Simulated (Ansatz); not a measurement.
A series of calculations on CH5SSi

Part 1: Relaxation

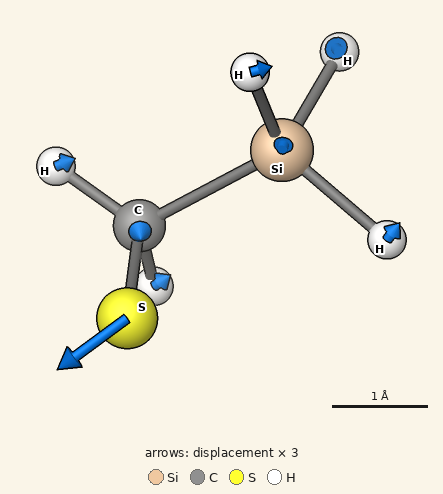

A relaxation of CH$_{5}$SSi (charge −1). The starting structure is drawn; blue arrows show the displacements, 3 times their true length. The two geometries are superimposed by the best rigid fit.

The picture is a ball-and-stick view, seen from a free direction.

Method: RKS PBE0-D4/def2-TZVPD (Ansatz).

The input:
```yaml
crystal:
  periodic: [false, false, false]
  atoms:
    - {symbol: Si, position_ang: [-0.802810, 0.241380, -0.071820]}
    - {symbol: C, position_ang: [1.012260, -0.167120, -0.057260]}
    - {symbol: S, position_ang: [0.632660, -1.331440, 1.288200]}
    - {symbol: H, position_ang: [-1.620620, -0.886160, -0.516290]}
    - {symbol: H, position_ang: [-1.114840, 1.294190, -1.135850]}
    - {symbol: H, position_ang: [-1.228120, 0.916800, 1.153210]}
    - {symbol: H, position_ang: [1.701320, 0.611080, 0.267910]}
    - {symbol: H, position_ang: [1.420160, -0.678740, -0.928100]}
basis:
  gaussian: {orbitals: def2-TZVPD}
total_charge: -1
hamiltonian: {xc: pbe0, dispersion: d4}
relax: {f_tol: 0.005, max_steps: 200}
```

Q: Describe the change and its energy.

A: Over 6 geometry steps the energy falls by 3.47 kcal/mol. The largest force component goes from 1 to 0.0022 eV/Å. S3 moves most after the best rigid fit: 0.31 Å. Largest moves by element: S 0.31 Å, H 0.11 Å, C 0.11 Å, Si 0.08 Å. Among the contacts that change: Si1–S3 2.527 → 2.865 Å, Si1–H4 1.462 → 1.490 Å, Si1–C2 1.861 → 1.852 Å, C2–H7 1.089 → 1.097 Å. Among the angles between lasting bonds that change: Si1–C2–S3 86.7° → 102.3°, H4–Si1–H6 116.6° → 109.2°, Si1–C2–H7 117.6° → 111.1°.

Part 2: Distortion

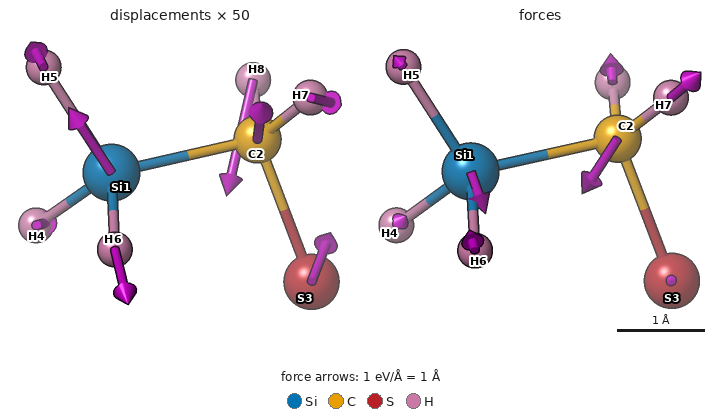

Left: CH5SSi (charge −1), with purple arrows for the displacements applied to it. Right: the displaced structure with the computed forces. A ball-and-stick model, seen at a tilt.

These are results of Ansatz 0.2.0, RKS PBE0-D4/def2-TZVPPD, not measurements. 

Q: How do the forces relate to the distortion?

A: All atoms are moved at random (σ = 0.02 Å) from the PBE0-D4/def2-TZVP minimum. It costs 0.53 kcal/mol. The largest force is 0.85 eV/Å, on C2. At other levels of theory the same distortion costs 0.61 kcal/mol (RKS PBE-D4/def2-TZVPPD), 0.54 kcal/mol (RKS r2SCAN-D4/def2-TZVPPD), 0.50 kcal/mol (RKS wB97M-V/def2-TZVPPD). Among the bonded contacts that change: Si1–H6 1.490 → 1.513 Å, C2–H7 1.097 → 1.075 Å, Si1–H5 1.527 → 1.511 Å, Si1–H4 1.490 → 1.504 Å. Bond angles that change, for instance: S3–C2–H8 112.7° → 110.1°. The forces point mostly back against the displacements (cosine −0.63).

Part 3: Distortion

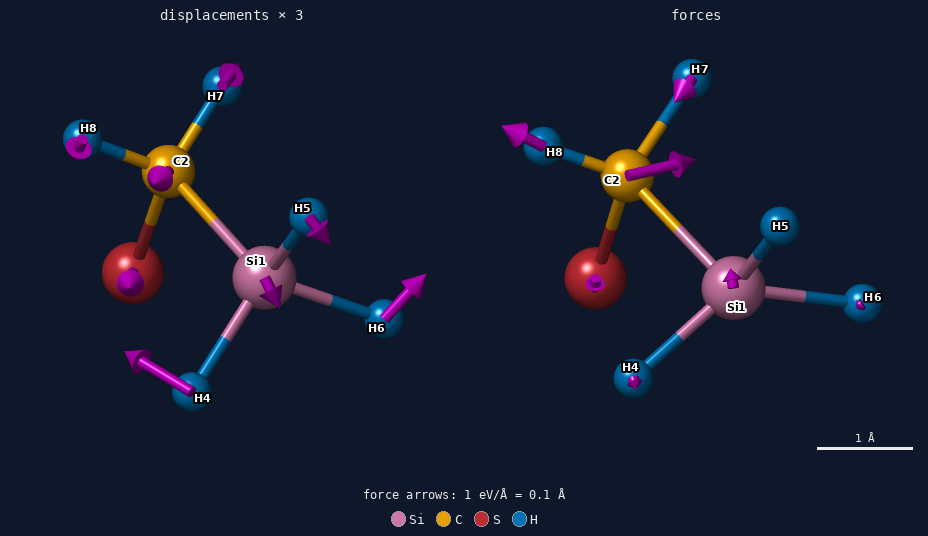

Left: CH5SSi (charge −1), with purple arrows for the displacements applied to it. Right: the displaced structure with the computed forces. A ball-and-stick model, seen from a free direction.

Method: RKS wB97M-V/def2-TZVPPD in Ansatz 0.2.0. 

Describe the distortion and the response.

All atoms are moved at random (σ = 0.12 Å) from the PBE0-D4/def2-TZVP minimum. It costs 1.635 eV. The largest force is 8.3 eV/Å, on the C atom. The forces point partly back along the displacements (cosine −0.46). At other levels of theory the same distortion costs 1.552 eV (RKS PBE-D4/def2-TZVPPD), 1.603 eV (RKS r2SCAN-D4/def2-TZVPPD), 1.609 eV (RKS PBE0-D4/def2-TZVPPD), 1.650 eV (RHF-CCSD(T), frozen core/def2-TZVPPD). Near-neighbour distances before and after: C–H 1.097 → 0.971 to 1.354 Å, C–S 1.826 → 1.771 Å, H–Si 1.490 → 1.446 to 1.506 Å, C–Si 1.852 → 1.862 Å. Among the angles between lasting bonds that change: H–Si–H 109.2° → 131.6°, C–Si–H 112.3° → 94.2°.
